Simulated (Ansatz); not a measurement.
**C6H16Ge: one species, many methods**

How much do the methods differ for C6H16Ge? The plan is to run it at one geometry with functionals of several rungs and with coupled cluster. The yardstick is the atomisation energy at the CCSD(T) limit.

The runs use Ansatz 0.2.0, Gaussian basis; functionals in def2-TZVPP, the program's frozen cores in correlated methods.

The runs, in order: LDA (SPW92), PBE-D4, revPBE-D4, BLYP-D4, r2SCAN-D4, B97M-V, PBE0-D4, B3LYP-D4, r2SCANh-D4, r2SCAN0-D4, HSE06-D4, BHLYP-D4, CAM-B3LYP-D4, LC-ωPBE, ωB97X-V, ωB97M-V, B2PLYP, PBE-QIDH; CCSD(T)/def2-SVP; CCSD(T)/def2-TZVPP; MP2/def2-QZVPP; extrapolation to the limit; RPA on PBE.

### 1 Structure used throughout

The geometry comes from an earlier relaxation with PBE0-D4 in a triple-zeta def2 set; it is a stationary point, not always the lowest conformer.

SMILES `C[CH2][GeH]([CH2]C)[CH2]C`, 23 atoms, charge 0, spin multiplicity 1.

Atoms are counted from 1 here; the program's logs count them from 0.

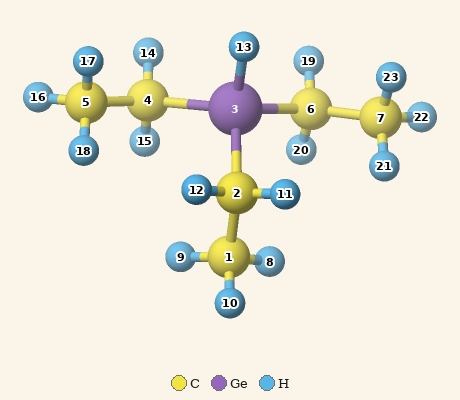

The structure; carbon yellow, germanium purple, hydrogen blue; atoms are numbered from 1 in the order of the file.

### 2 LDA

This LDA is Slater exchange with PW92 correlation.

File in.yaml:

```yaml
crystal:
  periodic: [false, false, false]
  atoms:
    - {symbol: C, position_ang: [-1.500615, 1.678751, 0.167220]}
    - {symbol: C, position_ang: [-0.121185, 1.407454, 0.752428]}
    - {symbol: Ge, position_ang: [0.638616, -0.309300, 0.165954]}
    - {symbol: C, position_ang: [0.838615, -0.320185, -1.789295]}
    - {symbol: C, position_ang: [1.684127, 0.829448, -2.320004]}
    - {symbol: C, position_ang: [-0.521999, -1.787173, 0.742130]}
    - {symbol: C, position_ang: [-0.769691, -1.815180, 2.244170]}
    - {symbol: H, position_ang: [-2.219018, 0.905664, 0.454153]}
    - {symbol: H, position_ang: [-1.476089, 1.706288, -0.925819]}
    - {symbol: H, position_ang: [-1.904226, 2.637234, 0.506016]}
    - {symbol: H, position_ang: [-0.159279, 1.406047, 1.845662]}
    - {symbol: H, position_ang: [0.578651, 2.201015, 0.474759]}
    - {symbol: H, position_ang: [2.035865, -0.483421, 0.816043]}
    - {symbol: H, position_ang: [1.273963, -1.282306, -2.075442]}
    - {symbol: H, position_ang: [-0.163483, -0.295264, -2.229231]}
    - {symbol: H, position_ang: [1.788200, 0.788386, -3.408121]}
    - {symbol: H, position_ang: [2.691531, 0.814629, -1.894941]}
    - {symbol: H, position_ang: [1.243689, 1.799417, -2.073211]}
    - {symbol: H, position_ang: [-0.061595, -2.722642, 0.410402]}
    - {symbol: H, position_ang: [-1.468169, -1.702508, 0.198085]}
    - {symbol: H, position_ang: [-1.262210, -0.901146, 2.587287]}
    - {symbol: H, position_ang: [-1.406972, -2.655291, 2.535023]}
    - {symbol: H, position_ang: [0.166179, -1.906816, 2.802331]}
basis:
  gaussian: {orbitals: def2-TZVPP}
hamiltonian: {xc: lda}
output: {orbitals: {seedname: orbitals}}
```

The run is started by

```bash
$ ansatz run in.yaml --threads 4 --pin off --events-out ev --progress --plain --max-ram 46080MiB --backend cuda --devices 0, --max-vram 37GiB
```

Output (excerpt; [...] marks lines left out):

```text
Functional definition: SPW92
  name "SPW92"
  cite "Dirac, Proc. Camb. Phil. Soc. 26, 376 (1930) doi:10.1017/S0305004100016108"
  cite "Slater, Phys. Rev. 81, 385 (1951) doi:10.1103/PhysRev.81.385"
  cite "Perdew & Wang, Phys. Rev. B 45, 13244 (1992) doi:10.1103/PhysRevB.45.13244"
[...]
2382 factors; their error is unknown
[...]
mean field -62856.11031255 eV, -2309.9194485845 hartree, gradient 8.6e-5 eV, S^2 0.000000; 0 other end points of the search recorded, 0 dependent functions left out
reference -62856.11036939 eV, -2309.9194506733 hartree; 42, 42 occupied and 416, 416 virtual orbitals, 2382 factors
Total energy: -62856.11036939 eV, -2309.9194506733 hartree
```

Wall time 4.5 s (1 × H100 (card shared with other runs) with 4 threads of AMD EPYC 7R13, shared host); peak host memory 0.96 GiB.

Atomisation energy: 101.441 eV (free atoms -62754.669 eV, run apart). HOMO -6.49 eV, LUMO -0.09 eV.

### 3 PBE-D4 (GGA)

Edit in.yaml of step 2 so:

```diff
@@ -28,3 +28,3 @@
   gaussian: {orbitals: def2-TZVPP}
-hamiltonian: {xc: lda}
-output: {orbitals: {seedname: orbitals}}
+hamiltonian: {xc: pbe, dispersion: d4}
+output: {forces: true, orbitals: {seedname: orbitals}}
```

Same command.

Output (excerpt; [...] marks lines left out):

```text
Functional definition: PBE
  name "PBE"
  cite "Perdew, Burke & Ernzerhof, Phys. Rev. Lett. 77, 3865 (1996) doi:10.1103/PhysRevLett.77.3865"
  parent pbe
[...]
2382 factors; their error is unknown
[...]
mean field -62986.30638751 eV, -2314.7040660891 hartree, gradient 1.3e-5 eV, S^2 0.000000; 0 other end points of the search recorded, 0 dependent functions left out
[...]
Atom 19 at    -1.468169    -1.702508     0.198085 Å, force    -0.175129     0.018846    -0.115451 eV/Å
Atom 20 at    -1.262210    -0.901146     2.587287 Å, force    -0.093972     0.173606     0.078239 eV/Å
Atom 21 at    -1.406972    -2.655291     2.535023 Å, force    -0.127794    -0.165105     0.070402 eV/Å
Atom 22 at     0.166179    -1.906816     2.802331 Å, force     0.174482    -0.016835     0.118166 eV/Å
Dipole moment:    -0.108785     0.003864    -0.056218 e Å
```

It took 6 s on 1 × H100 (card shared with other runs) with 4 threads of AMD EPYC 7R13, shared host; peak host memory 0.98 GiB.

Atomisation energy: 91.217 eV (free atoms -62895.621 eV, run apart). HOMO -6.38 eV, LUMO 0.13 eV.

### 4 revPBE-D4 (GGA)

Edit in.yaml of step 3 so:

```diff
@@ -28,3 +28,3 @@
   gaussian: {orbitals: def2-TZVPP}
-hamiltonian: {xc: pbe, dispersion: d4}
-output: {forces: true, orbitals: {seedname: orbitals}}
+hamiltonian: {xc: {name: revPBE}, dispersion: d4}
+output: {orbitals: {seedname: orbitals}}
```

Same command.

Output (excerpt; [...] marks lines left out):

```text
Functional definition: revPBE
  name "revPBE"
  cite "Zhang & Yang, Phys. Rev. Lett. 80, 890 (1998) doi:10.1103/PhysRevLett.80.890"
  cite "Perdew, Burke & Ernzerhof, Phys. Rev. Lett. 77, 3865 (1996) doi:10.1103/PhysRevLett.77.3865"
[...]
2382 factors; their error is unknown
[...]
mean field -62997.92857605 eV, -2315.1311736400 hartree, gradient 2.8e-5 eV, S^2 0.000000; 0 other end points of the search recorded, 0 dependent functions left out
reference -62997.92865436 eV, -2315.1311765179 hartree; 42, 42 occupied and 416, 416 virtual orbitals, 2382 factors
Total energy: -62999.49794585 eV, -2315.1888469165 hartree
```

Run time: 4.3 s. Hardware: 1 × H100 (card shared with other runs) with 4 threads of AMD EPYC 7R13, shared host; peak host memory 0.97 GiB.

Atomisation energy: 89.474 eV (free atoms -62910.024 eV, run apart). HOMO -6.33 eV, LUMO 0.26 eV.

### 5 BLYP-D4 (GGA)

Edit in.yaml of step 4 so:

```diff
@@ -28,3 +28,3 @@
   gaussian: {orbitals: def2-TZVPP}
-hamiltonian: {xc: {name: revPBE}, dispersion: d4}
+hamiltonian: {xc: {name: BLYP}, dispersion: d4}
 output: {orbitals: {seedname: orbitals}}
```

Same command.

Output (excerpt; [...] marks lines left out):

```text
Functional definition: BLYP
  name "BLYP"
  cite "Becke, Phys. Rev. A 38, 3098 (1988) doi:10.1103/PhysRevA.38.3098"
  cite "Lee, Yang & Parr, Phys. Rev. B 37, 785 (1988) doi:10.1103/PhysRevB.37.785"
[...]
2382 factors; their error is unknown
[...]
mean field -63001.56380897 eV, -2315.2647659861 hartree, gradient 3.6e-5 eV, S^2 0.000000; 0 other end points of the search recorded, 0 dependent functions left out
reference -63001.56434668 eV, -2315.2647857466 hartree; 42, 42 occupied and 416, 416 virtual orbitals, 2382 factors
Total energy: -63002.69670614 eV, -2315.3063991890 hartree
```

Run time: 3.3 s. Hardware: 1 × H100 (card shared with other runs) with 4 threads of AMD EPYC 7R13, shared host; peak host memory 0.97 GiB.

Atomisation energy: 89.376 eV (free atoms -62913.321 eV, run apart). HOMO -6.26 eV, LUMO 0.16 eV.

### 6 r2SCAN-D4 (meta-GGA)

Edit in.yaml of step 5 so:

```diff
@@ -28,3 +28,3 @@
   gaussian: {orbitals: def2-TZVPP}
-hamiltonian: {xc: {name: BLYP}, dispersion: d4}
-output: {orbitals: {seedname: orbitals}}
+hamiltonian: {xc: r2scan, dispersion: d4}
+output: {forces: true, orbitals: {seedname: orbitals}}
```

Launched as before.

Output (excerpt; [...] marks lines left out):

```text
Functional definition: r2SCAN
  name "r2SCAN"
  cite "Furness, Kaplan, Ning, Perdew & Sun, J. Phys. Chem. Lett. 11, 8208 (2020) doi:10.1021/acs.jpclett.0c02405"
  cite "Furness, Kaplan, Ning, Perdew & Sun, J. Phys. Chem. Lett. 11, 9248 (2020) doi:10.1021/acs.jpclett.0c03077"
  parent r2scan
[...]
2382 factors; their error is unknown
[...]
Atom 19 at    -1.468169    -1.702508     0.198085 Å, force     0.002800    -0.001249    -0.004121 eV/Å
Atom 20 at    -1.262210    -0.901146     2.587287 Å, force     0.008694    -0.012540    -0.006810 eV/Å
Atom 21 at    -1.406972    -2.655291     2.535023 Å, force     0.005927     0.009762     0.002035 eV/Å
Atom 22 at     0.166179    -1.906816     2.802331 Å, force    -0.016566     0.003906    -0.008547 eV/Å
Dipole moment:    -0.109854     0.004106    -0.056653 e Å
```

Wall time 3.8 s (1 × H100 (card shared with other runs) with 4 threads of AMD EPYC 7R13, shared host); peak host memory 1 GiB.

With the free atoms at this level, -62909.996 eV in sum, the atomisation energy is 90.271 eV. HOMO -6.62 eV, LUMO 0.78 eV.

### 7 B97M-V (meta-GGA)

Edit in.yaml of step 6 so:

```diff
@@ -28,3 +28,3 @@
   gaussian: {orbitals: def2-TZVPP}
-hamiltonian: {xc: r2scan, dispersion: d4}
-output: {forces: true, orbitals: {seedname: orbitals}}
+hamiltonian: {xc: {name: B97M-V}}
+output: {orbitals: {seedname: orbitals}}
```

The command is unchanged.

Output (excerpt; [...] marks lines left out):

```text
Functional definition: B97M-V
  name "B97M-V"
  cite "Mardirossian & Head-Gordon, J. Chem. Phys. 142, 074111 (2015) doi:10.1063/1.4907719"
  cite "Becke, J. Chem. Phys. 107, 8554 (1997) doi:10.1063/1.475007"
  cite "Vydrov & Van Voorhis, J. Chem. Phys. 133, 244103 (2010) doi:10.1063/1.3521275"
  # Of w^i u^j: cxij and so on, Table III.
[...]
  gx(w, u) = cx00 + cx01*u + cx02*u^2 + (cx10 + cx11*u)*w
[...]
  gos(w, u) = cos00 + cos01*u + cos03*u^3 + cos10*w + cos32*w^3*u^2
[...]
      + integral(e_c_pw_mod_opposite_spin*gos(b97_w_opposite, b97_u_opposite)) + vv10(b, c)
2382 factors; their error is unknown
[...]
mean field -62994.26069044 eV, -2314.9963813303 hartree, gradient 2.8e-5 eV, S^2 0.000000; 0 other end points of the search recorded, 0 dependent functions left out
reference -62994.26077307 eV, -2314.9963843667 hartree; 42, 42 occupied and 416, 416 virtual orbitals, 2382 factors
Total energy: -62994.26077307 eV, -2314.9963843667 hartree
```

Run time: 4.3 s. Hardware: 1 × H100 (card shared with other runs) with 4 threads of AMD EPYC 7R13, shared host; peak host memory 1.1 GiB.

With the free atoms at this level, -62903.956 eV in sum, the atomisation energy is 90.305 eV. HOMO -6.72 eV, LUMO 0.21 eV.

### 8 PBE0-D4 (hybrid)

Edit in.yaml of step 7 so:

```diff
@@ -28,3 +28,3 @@
   gaussian: {orbitals: def2-TZVPP}
-hamiltonian: {xc: {name: B97M-V}}
+hamiltonian: {xc: pbe0, dispersion: d4}
 output: {orbitals: {seedname: orbitals}}
```

Launched as before.

Output (excerpt; [...] marks lines left out):

```text
Functional definition: PBE0
  name "PBE0"
  cite "Adamo & Barone, J. Chem. Phys. 110, 6158 (1999) doi:10.1063/1.478522"
  cite "Perdew, Burke & Ernzerhof, Phys. Rev. Lett. 77, 3865 (1996) doi:10.1103/PhysRevLett.77.3865"
  parent pbe
[...]
2425 factors; their error is unknown
[...]
mean field -62989.26850642 eV, -2314.8129219514 hartree, gradient 8.3e-5 eV, S^2 0.000000; 0 other end points of the search recorded, 0 dependent functions left out
reference -62989.26855198 eV, -2314.8129236256 hartree; 42, 42 occupied and 416, 416 virtual orbitals, 2425 factors
Total energy: -62989.72554286 eV, -2314.8297177308 hartree
```

Run time: 2.2 s. Hardware: 1 × H100 (card shared with other runs) with 4 threads of AMD EPYC 7R13, shared host; peak host memory 0.97 GiB.

Atomisation energy: 90.498 eV (free atoms -62899.228 eV, run apart). HOMO -7.59 eV, LUMO 0.93 eV.

### 9 B3LYP-D4 (hybrid)

B3LYP here takes the VWN-RPA correlation.

Edit in.yaml of step 8 so:

```diff
@@ -28,3 +28,3 @@
   gaussian: {orbitals: def2-TZVPP}
-hamiltonian: {xc: pbe0, dispersion: d4}
-output: {orbitals: {seedname: orbitals}}
+hamiltonian: {xc: {name: B3LYP}, dispersion: d4}
+output: {forces: true, orbitals: {seedname: orbitals}}
```

Same command.

Output (excerpt; [...] marks lines left out):

```text
Functional definition: B3LYP
  name "B3LYP"
  cite "Stephens, Devlin, Chabalowski & Frisch, J. Phys. Chem. 98, 11623 (1994) doi:10.1021/j100096a001"
  cite "Becke, Phys. Rev. A 38, 3098 (1988) doi:10.1103/PhysRevA.38.3098"
  cite "Lee, Yang & Parr, Phys. Rev. B 37, 785 (1988) doi:10.1103/PhysRevB.37.785"
  cite "Vosko, Wilk & Nusair, Can. J. Phys. 58, 1200 (1980) doi:10.1139/p80-159"
[...]
2413 factors; their error is unknown
[...]
Atom 19 at    -1.468169    -1.702508     0.198085 Å, force     0.055139    -0.010603     0.031771 eV/Å
Atom 20 at    -1.262210    -0.901146     2.587287 Å, force     0.024586    -0.052037    -0.009421 eV/Å
Atom 21 at    -1.406972    -2.655291     2.535023 Å, force     0.028426     0.039329    -0.001195 eV/Å
Atom 22 at     0.166179    -1.906816     2.802331 Å, force    -0.050533     0.002420    -0.019648 eV/Å
Dipole moment:    -0.105356     0.002325    -0.055266 e Å
```

Run time: 2.7 s. Hardware: 1 × H100 (card shared with other runs) with 4 threads of AMD EPYC 7R13, shared host; peak host memory 1.1 GiB.

Atomisation energy: 90.099 eV (free atoms -62916.983 eV, run apart). HOMO -7.39 eV, LUMO 0.62 eV.

### 10 r2SCANh-D4 (hybrid)

Edit in.yaml of step 9 so:

```diff
@@ -28,3 +28,3 @@
   gaussian: {orbitals: def2-TZVPP}
-hamiltonian: {xc: {name: B3LYP}, dispersion: d4}
-output: {forces: true, orbitals: {seedname: orbitals}}
+hamiltonian: {xc: {name: r2SCANh}, dispersion: d4}
+output: {orbitals: {seedname: orbitals}}
```

Same command.

Output (excerpt; [...] marks lines left out):

```text
Functional definition: r2SCANh
  name "r2SCANh"
  cite "Bursch, Neugebauer, Ehlert & Grimme, J. Chem. Phys. 156, 134105 (2022) doi:10.1063/5.0086040"
  cite "Furness, Kaplan, Ning, Perdew & Sun, J. Phys. Chem. Lett. 11, 8208 (2020) doi:10.1021/acs.jpclett.0c02405"
  cite "Furness, Kaplan, Ning, Perdew & Sun, J. Phys. Chem. Lett. 11, 9248 (2020) doi:10.1021/acs.jpclett.0c03077"
  parent r2scan
[...]
2401 factors; their error is unknown
[...]
mean field -62999.73590016 eV, -2315.1975915761 hartree, gradient 4.2e-5 eV, S^2 0.000000; 0 other end points of the search recorded, 0 dependent functions left out
reference -62999.73591567 eV, -2315.1975921460 hartree; 42, 42 occupied and 416, 416 virtual orbitals, 2401 factors
Total energy: -62999.89229929 eV, -2315.2033391380 hartree
```

Run time: 2.5 s. Hardware: 1 × H100 (card shared with other runs) with 4 threads of AMD EPYC 7R13, shared host; peak host memory 1 GiB.

With the free atoms at this level, -62909.877 eV in sum, the atomisation energy is 90.016 eV. HOMO -7.07 eV, LUMO 1.01 eV.

### 11 r2SCAN0-D4 (hybrid)

Edit in.yaml of step 10 so:

```diff
@@ -28,3 +28,3 @@
   gaussian: {orbitals: def2-TZVPP}
-hamiltonian: {xc: {name: r2SCANh}, dispersion: d4}
+hamiltonian: {xc: {name: r2SCAN0}, dispersion: d4}
 output: {orbitals: {seedname: orbitals}}
```

The command is unchanged.

Output (excerpt; [...] marks lines left out):

```text
Functional definition: r2SCAN0
  name "r2SCAN0"
  cite "Bursch, Neugebauer, Ehlert & Grimme, J. Chem. Phys. 156, 134105 (2022) doi:10.1063/5.0086040"
  cite "Furness, Kaplan, Ning, Perdew & Sun, J. Phys. Chem. Lett. 11, 8208 (2020) doi:10.1021/acs.jpclett.0c02405"
  cite "Furness, Kaplan, Ning, Perdew & Sun, J. Phys. Chem. Lett. 11, 9248 (2020) doi:10.1021/acs.jpclett.0c03077"
  parent r2scan
[...]
2425 factors; their error is unknown
[...]
mean field -62999.21207529 eV, -2315.1783413671 hartree, gradient 3.2e-5 eV, S^2 0.000000; 0 other end points of the search recorded, 0 dependent functions left out
reference -62999.21208871 eV, -2315.1783418605 hartree; 42, 42 occupied and 416, 416 virtual orbitals, 2425 factors
Total energy: -62999.38323568 eV, -2315.1846313954 hartree
```

It took 2.6 s on 1 × H100 (card shared with other runs) with 4 threads of AMD EPYC 7R13, shared host; peak host memory 1 GiB.

Atomisation energy: 89.661 eV (free atoms -62909.723 eV, run apart). HOMO -7.75 eV, LUMO 1.34 eV.

### 12 HSE06-D4 (hybrid)

HSE06 is the plane-wave form, built on full-range PBE exchange.

Edit in.yaml of step 11 so:

```diff
@@ -28,3 +28,3 @@
   gaussian: {orbitals: def2-TZVPP}
-hamiltonian: {xc: {name: r2SCAN0}, dispersion: d4}
+hamiltonian: {xc: hse06, dispersion: d4}
 output: {orbitals: {seedname: orbitals}}
```

Launched as before.

Output (excerpt; [...] marks lines left out):

```text
Functional definition: HSE06
  name "HSE06"
  cite "Heyd, Scuseria & Ernzerhof, J. Chem. Phys. 118, 8207 (2003) doi:10.1063/1.1564060"
  cite "Krukau, Vydrov, Izmaylov & Scuseria, J. Chem. Phys. 125, 224106 (2006) doi:10.1063/1.2404663"
  cite "Heyd & Scuseria, J. Chem. Phys. 120, 7274 (2004) doi:10.1063/1.1668634"
  cite "Ernzerhof & Perdew, J. Chem. Phys. 109, 3313 (1998) doi:10.1063/1.476928"
[...]
2425 factors; their error is unknown
165 factors; integrals over basis functions are off by at most 2.7e-7 eV
[...]
mean field -62988.84819564 eV, -2314.7974758150 hartree, gradient 8.1e-5 eV, S^2 0.000000; 0 other end points of the search recorded, 0 dependent functions left out
reference -62988.84825639 eV, -2314.7974780474 hartree; 42, 42 occupied and 416, 416 virtual orbitals, 2425 factors
Total energy: -62989.27512121 eV, -2314.8131650405 hartree
```

Wall time 3.2 s (1 × H100 (card shared with other runs) with 4 threads of AMD EPYC 7R13, shared host); peak host memory 1.1 GiB.

With the free atoms at this level, -62898.739 eV in sum, the atomisation energy is 90.536 eV. HOMO -7.19 eV, LUMO 0.56 eV.

### 13 BHLYP-D4 (hybrid)

Edit in.yaml of step 12 so:

```diff
@@ -28,3 +28,3 @@
   gaussian: {orbitals: def2-TZVPP}
-hamiltonian: {xc: hse06, dispersion: d4}
+hamiltonian: {xc: {name: BHLYP}, dispersion: d4}
 output: {orbitals: {seedname: orbitals}}
```

The command is unchanged.

Output (excerpt; [...] marks lines left out):

```text
Functional definition: BHLYP
  name "BHLYP"
  cite "Becke, J. Chem. Phys. 98, 1372 (1993) doi:10.1063/1.464304"
  cite "Becke, Phys. Rev. A 38, 3098 (1988) doi:10.1103/PhysRevA.38.3098"
  cite "Lee, Yang & Parr, Phys. Rev. B 37, 785 (1988) doi:10.1103/PhysRevB.37.785"
[...]
2730 factors; their error is unknown
[...]
mean field -62999.66633736 eV, -2315.1950351904 hartree, gradient 6.0e-5 eV, S^2 0.000000; 0 other end points of the search recorded, 0 dependent functions left out
reference -62999.66660303 eV, -2315.1950449534 hartree; 42, 42 occupied and 416, 416 virtual orbitals, 2730 factors
Total energy: -63000.29980321 eV, -2315.2183146312 hartree
```

Wall time 2.4 s (1 × H100 (card shared with other runs) with 4 threads of AMD EPYC 7R13, shared host); peak host memory 0.98 GiB.

Atomisation energy: 88.468 eV (free atoms -62911.832 eV, run apart). HOMO -8.72 eV, LUMO 1.56 eV.

### 14 CAM-B3LYP-D4 (range-separated)

Edit in.yaml of step 13 so:

```diff
@@ -28,3 +28,3 @@
   gaussian: {orbitals: def2-TZVPP}
-hamiltonian: {xc: {name: BHLYP}, dispersion: d4}
+hamiltonian: {xc: {name: CAM-B3LYP}, dispersion: d4}
 output: {orbitals: {seedname: orbitals}}
```

Launched as before.

Output (excerpt; [...] marks lines left out):

```text
Functional definition: CAM-B3LYP
  name "CAM-B3LYP"
  cite "Yanai, Tew & Handy, Chem. Phys. Lett. 393, 51 (2004) doi:10.1016/j.cplett.2004.06.011"
  cite "Iikura, Tsuneda, Yanai & Hirao, J. Chem. Phys. 115, 3540 (2001) doi:10.1063/1.1383587"
  cite "Becke, Phys. Rev. A 38, 3098 (1988) doi:10.1103/PhysRevA.38.3098"
  cite "Lee, Yang & Parr, Phys. Rev. B 37, 785 (1988) doi:10.1103/PhysRevB.37.785"
[...]
2413 factors; their error is unknown
649 factors; integrals over basis functions are off by at most 8.0e-6 eV
[...]
mean field -63003.83799002 eV, -2315.3483405979 hartree, gradient 2.3e-5 eV, S^2 0.000000; 0 other end points of the search recorded, 0 dependent functions left out
reference -63003.83818335 eV, -2315.3483477028 hartree; 42, 42 occupied and 416, 416 virtual orbitals, 2413 factors
Total energy: -63004.30290036 eV, -2315.3654257377 hartree
```

It took 2.5 s on 1 × H100 (card shared with other runs) with 4 threads of AMD EPYC 7R13, shared host; peak host memory 0.99 GiB.

Atomisation energy: 90.457 eV (free atoms -62913.846 eV, run apart). HOMO -8.92 eV, LUMO 1.72 eV.

### 15 LC-ωPBE (range-separated)

Edit in.yaml of step 14 so:

```diff
@@ -28,3 +28,3 @@
   gaussian: {orbitals: def2-TZVPP}
-hamiltonian: {xc: {name: CAM-B3LYP}, dispersion: d4}
+hamiltonian: {xc: {name: LC-wPBE}}
 output: {orbitals: {seedname: orbitals}}
```

Same command.

Output (excerpt; [...] marks lines left out):

```text
Functional definition: LC-wPBE
  name "LC-wPBE"
  cite "Vydrov & Scuseria, J. Chem. Phys. 125, 234109 (2006) doi:10.1063/1.2409292"
  cite "Heyd & Scuseria, J. Chem. Phys. 120, 7274 (2004) doi:10.1063/1.1668634"
  cite "Ernzerhof & Perdew, J. Chem. Phys. 109, 3313 (1998) doi:10.1063/1.476928"
  cite "Perdew, Burke & Ernzerhof, Phys. Rev. Lett. 77, 3865 (1996) doi:10.1103/PhysRevLett.77.3865"
  parent pbe
[...]
2382 factors; their error is unknown
776 factors; integrals over basis functions are off by at most 1.7e-5 eV
[...]
mean field -62993.42704050 eV, -2314.9657452598 hartree, gradient 2.1e-5 eV, S^2 0.000000; 0 other end points of the search recorded, 0 dependent functions left out
reference -62993.42704051 eV, -2314.9657452602 hartree; 42, 42 occupied and 416, 416 virtual orbitals, 2382 factors
Total energy: -62993.42704051 eV, -2314.9657452602 hartree
```

Run time: 2.7 s. Hardware: 1 × H100 (card shared with other runs) with 4 threads of AMD EPYC 7R13, shared host; peak host memory 1 GiB.

With the free atoms at this level, -62903.572 eV in sum, the atomisation energy is 89.855 eV. HOMO -10.25 eV, LUMO 3.02 eV.

[end of part 1 of 2]
